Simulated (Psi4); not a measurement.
**AlNH3S: property calculation (part 2 of 2)**

Continued. System: AlNH3S, multiplicity 2, SMILES [NH2][Al][SH]. Method: SCAN/cc-pVQZ, UKS (Psi4 1.11). The geometry comes from this level: PBE0-D4/def2-TZVP.

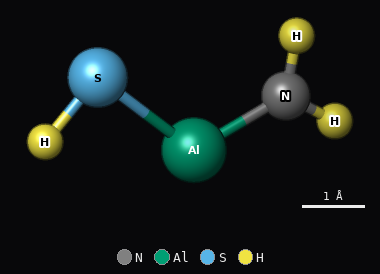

Figure 1. The structure as given in the input (ball-and-stick view, seen at a tilt). Sticks mark near contacts.

What the program printed, continued:
```
       1A    -88.536893     2A    -55.754834     3A    -14.128659
       4A     -7.848123     5A     -5.793995     6A     -5.789661
       7A     -5.788108     8A     -4.079238     9A     -2.618142
      10A     -2.614013    11A     -2.611191    12A     -0.798094
      13A     -0.676377    14A     -0.449560    15A     -0.403427
      16A     -0.366328    17A     -0.296665    18A     -0.252688
      19A     -0.231446

    Beta Virtual:

      20A     -0.105509    21A     -0.013682    22A      0.000238
      23A      0.017416    24A      0.033706    25A      0.080560
      26A      0.098820    27A      0.099059    28A      0.103354
      29A      0.125516    30A      0.132533    31A      0.137062
      32A      0.152921    33A      0.165181    34A      0.165307
      35A      0.229972    36A      0.247482    37A      0.253717
      38A      0.261950    39A      0.279475    40A      0.318596
      41A      0.343608    42A      0.367504    43A      0.378142
      44A      0.379938    45A      0.401458    46A      0.401529
      47A      0.445825    48A      0.446214    49A      0.473850
      50A      0.482871    51A      0.495695    52A      0.507179
      53A      0.525007    54A      0.527792    55A      0.556405
      56A      0.566444    57A      0.577822    58A      0.602035
      59A      0.618903    60A      0.630567    61A      0.646052
      62A      0.669767    63A      0.702466    64A      0.724505
      65A      0.732541    66A      0.737014    67A      0.763562
      68A      0.830679    69A      0.871644    70A      0.885358
      71A      0.907874    72A      0.958415    73A      0.998677
      74A      1.016909    75A      1.043926    76A      1.056698
      77A      1.068769    78A      1.086781    79A      1.122733
      80A      1.130363    81A      1.159307    82A      1.181289
      83A      1.183437    84A      1.238097    85A      1.239457
      86A      1.248453    87A      1.277125    88A      1.285839
      89A      1.334110    90A      1.351054    91A      1.363545
      92A      1.400166    93A      1.412697    94A      1.440490
      95A      1.445956    96A      1.492269    97A      1.518175
      98A      1.542260    99A      1.586645   100A      1.590586
     101A      1.615950   102A      1.637153   103A      1.655738
     104A      1.675787   105A      1.679119   106A      1.690321
     107A      1.727302   108A      1.757840   109A      1.760652
     110A      1.817336   111A      1.839827   112A      1.870456
     113A      1.900162   114A      1.930641   115A      1.985392
     116A      2.065253   117A      2.091924   118A      2.116572
     119A      2.174702   120A      2.176743   121A      2.225795
     122A      2.255055   123A      2.256580   124A      2.277963
     125A      2.310447   126A      2.337637   127A      2.372753
     128A      2.383934   129A      2.436040   130A      2.437636
     131A      2.506379   132A      2.577935   133A      2.585325
     134A      2.605183   135A      2.685813   136A      2.703749
     137A      2.758212   138A      2.785210   139A      2.797224
     140A      2.859987   141A      2.876797   142A      2.919636
     143A      2.941221   144A      2.985757   145A      3.096642
     146A      3.105052   147A      3.127974   148A      3.140432
     149A      3.174733   150A      3.188032   151A      3.194387
     152A      3.197913   153A      3.236914   154A      3.263933
     155A      3.272077   156A      3.342510   157A      3.352871
     158A      3.369571   159A      3.395170   160A      3.402770
     161A      3.471863   162A      3.518854   163A      3.522031
     164A      3.572638   165A      3.574182   166A      3.606455
     167A      3.677850   168A      3.699913   169A      3.748394
     170A      3.783559   171A      3.866022   172A      4.024837
     173A      4.030196   174A      4.051449   175A      4.179451
     176A      4.206110   177A      4.233209   178A      4.259208
     179A      4.370020   180A      4.422770   181A      4.666066
     182A      4.839557   183A      5.419926   184A      5.959019
     185A      6.013672   186A      6.018102   187A      6.080301
     188A      6.095643   189A      6.118172   190A      6.171009
     191A      6.209956   192A      6.297755   193A      6.493721
     194A      6.599919   195A      6.621389   196A      6.647381
     197A      6.763247   198A      6.768444   199A      6.906693
     200A      6.946325   201A      7.125280   202A      7.129362
     203A      7.144597   204A      7.253010   205A      7.352834
     206A      7.410820   207A      7.524736   208A      7.561521
     209A      7.666295   210A      7.751991   211A      7.786497
     212A      7.859010   213A      7.886571   214A      7.918425
     215A      8.078173   216A      8.096508   217A      8.106475
     218A      8.189910   219A      8.248375   220A      8.257174
     221A      8.280387   222A      8.287232   223A      8.353774
     224A      8.354959   225A      8.383928   226A      8.445866
     227A      8.451911   228A      8.487753   229A      8.541765
     230A      8.551816   231A      8.711745   232A      8.733044
     233A      8.790111   234A      8.836546   235A      8.861805
     236A      8.902995   237A      8.931646   238A      8.954951
     239A      9.242398   240A      9.299746   241A      9.351209
     242A      9.405909   243A      9.459440   244A      9.542387
     245A      9.772055   246A      9.792224   247A      9.878450
     248A     10.018831   249A     10.379217   250A     10.481165
     251A     10.552019   252A     10.918753   253A     11.696521
     254A     11.934609   255A     12.057246   256A     12.137905
     257A     12.152716   258A     12.516121   259A     12.626324
     260A     13.612325   261A     14.561183   262A     18.846921
     263A     32.754948

    Final Occupation by Irrep:
              A
    DOCC [    19 ]
    SOCC [     1 ]
    NA   [    20 ]
    NB   [    19 ]

  @DF-UKS Final Energy:  -697.30489766705398

   => Energetics <=

    Nuclear Repulsion Energy =            122.1536830066823569
    One-Electron Energy =               -1207.1545812954209396
    Two-Electron Energy =                 440.1450653054519080
    DFT Exchange-Correlation Energy =     -52.4490646837672116
    Empirical Dispersion Energy =           0.0000000000000000
    VV10 Nonlocal Energy =                  0.0000000000000000
    Total Energy =                       -697.3048976670539787

  UHF NO Occupations:
  HONO-2 :   18  A 1.9993072
  HONO-1 :   19  A 1.9989066
  HONO-0 :   20  A 1.0000000
  LUNO+0 :   21  A 0.0010934
  LUNO+1 :   22  A 0.0006928
  LUNO+2 :   23  A 0.0001027
  LUNO+3 :   24  A 0.0000380

Computation Completed

Properties will be evaluated at   0.000000,   0.000000,   0.000000 [a0]

Properties computed using the SCF density matrix

 Multipole Moments:

 ------------------------------------------------------------------------------------
     Multipole            Electronic (a.u.)      Nuclear  (a.u.)        Total (a.u.)
 ------------------------------------------------------------------------------------

 L = 1.  Multiply by 2.5417464519 to convert [e a0] to [Debye]
 Dipole X            :          1.1326262           -1.4863442           -0.3537180
 Dipole Y            :         -1.4365485            1.1701747           -0.2663739
 Dipole Z            :          1.0560195           -1.4718384           -0.4158189
 Magnitude           :                                                    0.6074346

 ------------------------------------------------------------------------------------

	total time  =        445 seconds =       7.42 minutes

Properties will be evaluated at   0.000000,   0.000000,   0.000000 [a0]

Properties computed using the SCAN density matrix

 Multipole Moments:

 ------------------------------------------------------------------------------------
     Multipole            Electronic (a.u.)      Nuclear  (a.u.)        Total (a.u.)
 ------------------------------------------------------------------------------------

 L = 1.  Multiply by 2.5417464519 to convert [e a0] to [Debye]
 Dipole X            :          1.1326262           -1.4863442           -0.3537180
 Dipole Y            :         -1.4365485            1.1701747           -0.2663739
 Dipole Z            :          1.0560195           -1.4718384           -0.4158189
 Magnitude           :                                                    0.6074346

 L = 2.  Multiply by 1.3450342976 to convert [e a0^2] to [Debye ang]
 Quadrupole XX       :       -151.9575647          128.3277052          -23.6298595
 Quadrupole XY       :        -12.9044853           11.3353664           -1.5691189
 Quadrupole XZ       :       -138.5821319          140.5925747            2.0104428
 Quadrupole YY       :        -65.4707171           41.9641148          -23.5066024
 Quadrupole YZ       :        -18.7975469           17.3547444           -1.4428025
 Quadrupole ZZ       :       -178.2767154          154.6244416          -23.6522737
 Traceless XX        :        -20.0558990           20.0222847           -0.0336143
 Traceless YY        :         66.4309486          -66.3413058            0.0896428
 Traceless ZZ        :        -46.3750496           46.3190211           -0.0560285

 ------------------------------------------------------------------------------------
  Mulliken Charges: (a.u.)
   Center  Symbol    Alpha    Beta     Spin     Total
       1     N     3.77167  3.76523  0.00644 -0.53690
       2    AL     6.72399  5.86657  0.85742  0.40944
       3     S     8.20314  8.08225  0.12090 -0.28539
       4     H     0.42873  0.40694  0.02180  0.16433
       5     H     0.41666  0.41492  0.00174  0.16841
       6     H     0.45580  0.46410 -0.00829  0.08010

   Total alpha = 20.00000, Total beta = 19.00000, Total charge =  0.00000

  Lowdin Charges: (a.u.)
   Center  Symbol    Alpha    Beta     Spin     Total
       1     N     3.15604  3.11703  0.03902  0.72693
       2    AL     7.24095  6.42081  0.82014 -0.66176
       3     S     7.73449  7.62657  0.10791  0.63894
       4     H     0.62499  0.60824  0.01675 -0.23323
       5     H     0.62328  0.61627  0.00700 -0.23955
       6     H     0.62025  0.61108  0.00917 -0.23134

  Total alpha = 20.00000, Total beta = 19.00000, Total charge =  0.00000
```

Standard output:
```
scan energy: -697.3048976671 Eh
```

The run was set up as follows.

The input (job.py):
```python
import psi4

psi4.set_memory(1600000000)
psi4.set_num_threads(1)
psi4.set_output_file('alh3ns.out', False)

m = psi4.geometry("""
0 2
N     -0.909500     0.196700    -0.977100
Al     0.142900    -0.793800     0.045400
S      1.372100     0.308200     1.511800
H     -0.980700     1.201900    -0.933300
H     -1.523300    -0.168400    -1.686700
H      1.940700    -0.808600     1.993700
symmetry c1
""")

options = {'basis': 'cc-pVQZ', 'reference': 'uks', 'puream': True, 'scf_type': 'df', 'dft_radial_points': 99, 'dft_spherical_points': 590, 'maxiter': 150}
psi4.set_options(options)

E, wfn = psi4.energy('scan', return_wfn=True)
psi4.oeprop(wfn, 'DIPOLE', 'QUADRUPOLE', 'MULLIKEN_CHARGES', 'LOWDIN_CHARGES', title='SCAN')
print(f'scan energy: {E:.10f} Eh')
```

Launched with:
```bash
python job.py
```

Summary:

| quantity | value |
| --- | --- |
| outcome | converged |
| total energy | −697.304898 hartree |
| basis functions | 263 |
| ⟨S²⟩ | 0.754 |
| dipole moment | 1.54 D |
| hardware | 1 thread of Intel Xeon @ 2.50GHz (Skylake/Cascade Lake), 189 GiB of memory available, shared host |
| wall time | 7.5 min |
| peak memory | 1.4 GiB |
